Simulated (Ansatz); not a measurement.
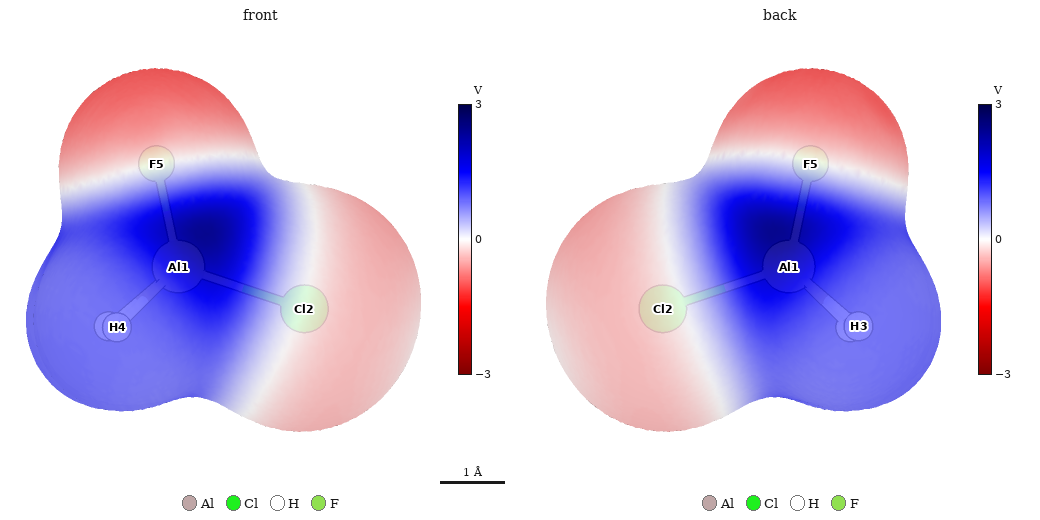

AlClFH₂ (doublet). The electrostatic potential painted on the density surface at 0.002 e/bohr³, seen from the front and from behind; red is negative and blue positive.

Method: UKS PBE-D4/6-31G* (Ansatz 0.2.0).

```
atom    x (Å)    y (Å)    z (Å)
  Al   0.0384   0.0340   1.2419
  Cl  -1.8355  -0.6419   1.9298
   H   0.6518  -0.8615  -0.0610
   H  -0.0376   0.8805  -0.2252
   F   1.1829   0.5889   2.3145
```

**Which sites attract a positive test charge, and which a negative one?**

A positive charge is drawn to the negative regions and a negative charge to the positive ones. The most negative region (about −1.0 V, or −23 kcal/mol for a unit charge) lies over F5, the most positive (about +2.3 V, or +53 kcal/mol for a unit charge) over Al1.
